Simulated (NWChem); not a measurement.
# InH3O (InH2(OH)): levels of theory compared

We compute a comparison of 6 runs (HF/STO-3G, HF/3-21G, BLYP/STO-3G, TPSSh/3-21G, BLYP/def2-SVP, PBE/def2-SVP) of InH3O (InH2(OH)). 

The calculation is run with NWChem 7.3.0.

## Step 1: Starting point

The species is InH3O (5 atoms), meant as a singlet with charge 0. SMILES: `[H][In]([H])[OH]`. Geometry: a GFN2-xTB relaxation, a rough one for these elements and not checked as a minimum.

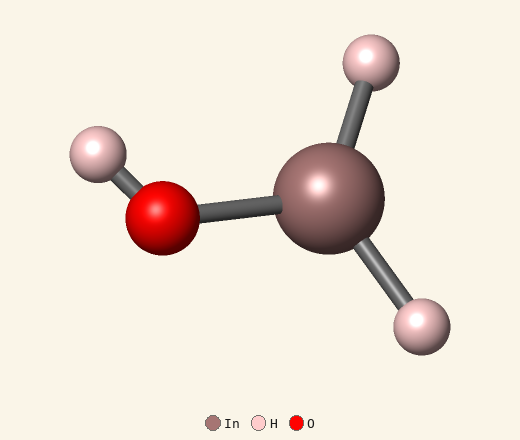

The structure, seen from a chosen angle (indium brown, hydrogen pink, oxygen red).

## Step 2: Energy and gradient at HF/STO-3G (run 1)

work.nw reads:

```
start work
title "InH2(OH)"
memory total 2200 mb

geometry units angstroms noautosym nocenter noautoz
  In     0.340170     0.465720    -0.104120
  H      2.012910     0.451630    -0.310070
  H     -0.660060     1.845200    -0.135400
  O     -0.382610    -1.293370     0.200710
  H     -1.310410    -1.469180     0.348880
end

basis "ao basis" spherical bse
  * library STO-3G
end

scf
  thresh 1e-08
  maxiter 80
  noprint "final vectors analysis"
end

task scf gradient
```

The run is started by

```sh
nwchem work.nw > work.out
```

Standard output:

```text
[...]
  functions       =    35
[...]
  wavefunction    = RHF
[...]
         Total SCF energy =  -5758.446179592236
      One-electron energy =  -8287.087414394768
      Two-electron energy =   2372.665436218009
 Nuclear repulsion energy =    155.975798584523
        Time for solution =      1.6s
[...]
                         RHF ENERGY GRADIENTS
    atom               coordinates                        gradient
                 x          y          z           x          y          z
   1 In      0.642828   0.880083  -0.196758    0.006220  -0.001164  -0.001466
   2 H       3.803848   0.853457  -0.585947    0.027201   0.000432  -0.003191
   3 H      -1.247333   3.486922  -0.255869   -0.017100   0.026286  -0.000686
   4 O      -0.723028  -2.444115   0.379287   -0.051854  -0.019527   0.009371
   5 H      -2.476316  -2.776348   0.659288    0.035532  -0.006027  -0.004027
[...]
```

Wall time 2.7 s (1 thread of AMD EPYC 9R45 (Zen 5), shared host); peak memory 0.099 GiB.

## Step 3: Energy and gradient at HF/3-21G (run 2)

test.nw reads:

```
start test
title "InH2(OH)"
memory stack 880 mb heap 220 mb global 1100 mb
charge 0

geometry noautosym nocenter noautoz
   In    0.340170    0.465720   -0.104120
   H     2.012910    0.451630   -0.310070
   H    -0.660060    1.845200   -0.135400
   O    -0.382610   -1.293370    0.200710
   H    -1.310410   -1.469180    0.348880
end

basis "ao basis" spherical bse
   * library 3-21G
end

scf
   thresh 1e-08
   maxiter 80
   noprint "final vectors analysis"
end

task scf gradient
```

The run is started by

```sh
nwchem test.nw > test.out
```

Standard output:

```text
[...]
  functions       =    46
[...]
  wavefunction    = RHF
[...]
         Total SCF energy =  -5790.901397528961
      One-electron energy =  -8310.269950921931
      Two-electron energy =   2363.392754808448
 Nuclear repulsion energy =    155.975798584523
        Time for solution =      1.6s
[...]
                         RHF ENERGY GRADIENTS
    atom               coordinates                        gradient
                 x          y          z           x          y          z
   1 In      0.642828   0.880083  -0.196758   -0.001174   0.000093  -0.000104
   2 H       3.803848   0.853457  -0.585947   -0.022040  -0.000275   0.002951
   3 H      -1.247333   3.486922  -0.255869    0.012388  -0.012962   0.000049
   4 O      -0.723028  -2.444115   0.379287    0.004014   0.006844  -0.001300
   5 H      -2.476316  -2.776348   0.659288    0.006812   0.006300  -0.001596
[...]
```

Run time: 2.7 s. Hardware: 1 thread of AMD EPYC 9R45 (Zen 5), shared host; peak memory 0.1 GiB.

Runs 3 to 5 aren't shown in full; the table further down has their settings and results.

## Step 4: Energy and gradient at PBE/def2-SVP (core potential) (run 6)

calc.nw reads:

```
start calc
memory stack 880 mb heap 220 mb global 1100 mb

geometry units angstrom noautosym nocenter noautoz
   In     0.340170     0.465720    -0.104120
   H      2.012910     0.451630    -0.310070
   H     -0.660060     1.845200    -0.135400
   O     -0.382610    -1.293370     0.200710
   H     -1.310410    -1.469180     0.348880
end

basis spherical bse
   * library def2-SVP
end

ecp bse
   In library def2-SVP
end

dft
   xc xpbe96 cpbe96
   grid xfine
   convergence energy 1e-08
   maxiter 100
   mulliken
end

task dft gradient
```

The run is started by

```sh
nwchem calc.nw > calc.out
```

Standard output:

```text
[...]
          Wavefunction type:  closed shell.
          No. of atoms     :     5
          No. of electrons :    32
[...]
          Charge           :     0
          Spin multiplicity:     1
[...]
          AO basis - number of functions:    55
[...]
              XC Information
              --------------
          PerdewBurkeErnzerhof Exchange Functional  1.000
            Perdew 1991 LDA Correlation Functional  1.000 local
           PerdewBurkeErnz. Correlation Functional  1.000 non-local
[...]
 d= 0,ls=0.0,diis     1   -266.8940958946 -3.38D+02  4.97D-02  6.72D-01     1.0
[...]
 d= 0,ls=0.0,diis    11   -266.9859584449 -2.78D-10  1.62D-07  4.56D-11     8.0
         Total DFT energy =     -266.985958444905
      One electron energy =     -582.269872210272
           Coulomb energy =      270.401513029864
    Exchange-Corr. energy =      -26.329393311766
 Nuclear repulsion energy =       71.211794047269
[...]
  wavefunction    = closed shell
                         DFT ENERGY GRADIENTS
    atom               coordinates                        gradient
                 x          y          z           x          y          z
   1 In      0.642828   0.880083  -0.196758   -0.008248  -0.032318   0.004650
   2 H       3.803848   0.853457  -0.585947   -0.011672   0.002682   0.001306
   3 H      -1.247333   3.486922  -0.255869    0.007654  -0.006160  -0.000155
   4 O      -0.723028  -2.444115   0.379287   -0.004876   0.037260  -0.003742
   5 H      -2.476316  -2.776348   0.659288    0.017142  -0.001464  -0.002059
[...]
```

It took 9.9 s on 1 thread of AMD EPYC 9R45 (Zen 5), shared host; peak memory 0.13 GiB.

## Step 5: The series

| run | level | iteration cap | module | energy (Eh) | dipole moment (D) | largest force (eV/Å) | wall time |
| --- | --- | --- | --- | --- | --- | --- | --- |
| 1 | HF/STO-3G | 80 | scf | -5758.446180 | 1.28 | 2.890 | 2.7 s |
| 2 | HF/3-21G | 80 | scf | -5790.901398 | 1.86 | 1.144 | 2.7 s |
| 3 | BLYP/STO-3G | 100 | dft | -5760.652140 | 1.43 | 5.720 | 5.1 s |
| 4 | TPSSh/3-21G | 100 | dft | -5793.533976 | 1.61 | 1.719 | 6.9 s |
| 5 | BLYP/def2-SVP (core potential) | 100 | dft | -267.006793 | 1.28 | 2.111 | 9.9 s |
| 6 | PBE/def2-SVP (core potential) | 100 | dft | -266.985958 | 1.30 | 1.942 | 9.9 s |

## Step 6: What came out

| quantity | value |
| --- | --- |
| run 6: total energy | -266.98596 Eh |
| run 6: dipole moment | 1.30 D |
| run 6: HOMO energy | -6.53 eV |
| run 6: LUMO energy | -1.95 eV |
| run 6: HOMO–LUMO gap | 4.58 eV |
| run 6: largest force on an atom | 1.942 eV/Å |

What this shows: The dipole moment (its size) runs from 1.28 D (HF/STO-3G) to 1.86 D (HF/3-21G). Over runs 3, 4, 5, 6 the HOMO–LUMO gap runs from 3.80 eV (BLYP/STO-3G) to 5.51 eV (TPSSh/3-21G). The two ends differ in method and basis. Totals of different functionals can't be ranked against each other. Some runs of one species differ in core potentials or relativity; totals across that change don't compare. In runs 1, 3 the basis is minimal, so the values are rough. In runs 1, 2, 3, 4 relativity is left out where basis or elements ask for it. All runs together took 37 s, the longest 9.9 s.
